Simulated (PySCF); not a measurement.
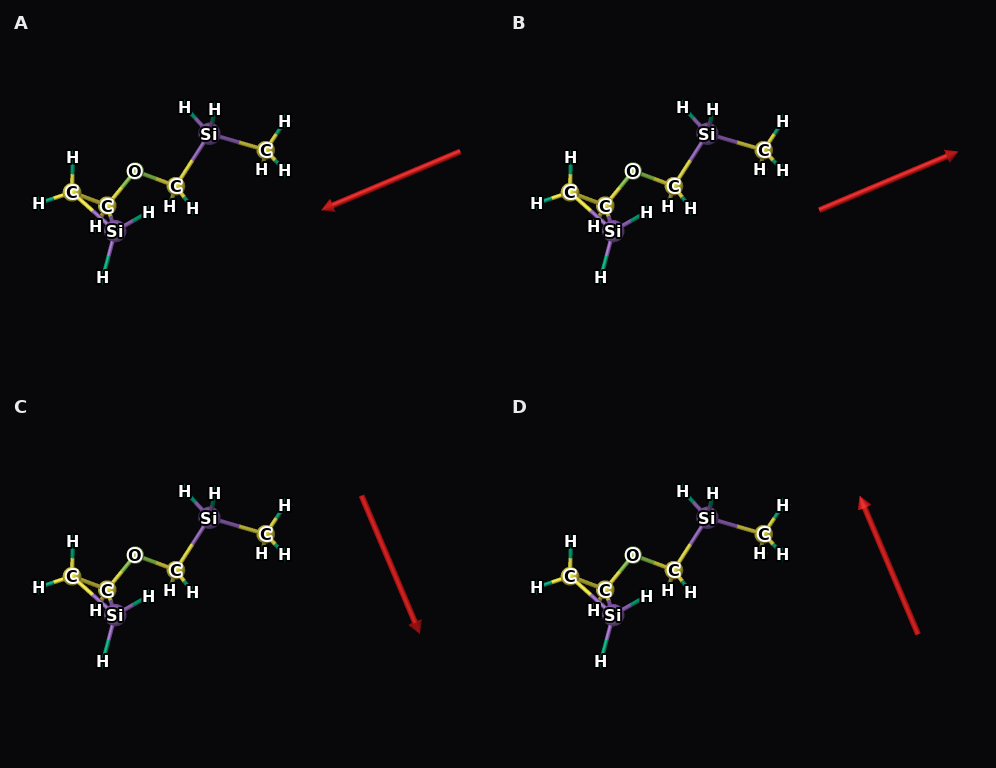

The same molecule four times, each with an arrow. The computed structure is the end point of a GFN2-xTB optimisation. No frequency run is at hand to confirm it as a minimum. Properties computed with PBE0/def2-SVPD, gas phase (PySCF 2.14.0).

Which arrow points along the dipole moment, from the negative to the positive end?

C. The dipole moment is 1.45 D.

The geometry is semi-empirical. Around Si such bond lengths and angles can be off by a tenth of an ångström or more and by several degrees, and values that hang on the shape move with them.
